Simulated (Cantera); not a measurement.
A closed system holds: 1 mol Pb, 0.0021 mol O2, 7.9 mol N2, at 5600 Pa.

These are equilibrium values from Cantera (NASA tables, ideal gas, pure condensed phases), not measurements of a reactor. Candidate condensed phases: Pb, PbO, PbO2, Pb3O4; 12 gas species. Mutual solubility and eutectic melting of coexisting phases are not modelled. The numbers say what is thermodynamically allowed, not how fast it happens.

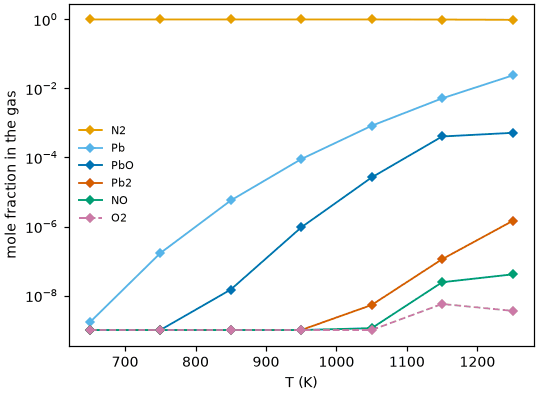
Figure: Equilibrium gas composition (values under 1e-9 drawn at 1e-9)

From 650 K to 750 K the condensed part is Pb(l) + PbO(red). From 850 K to 1150 K the condensed part is Pb(l) + PbO(yellow). At 1250 K the condensed part is Pb(l).
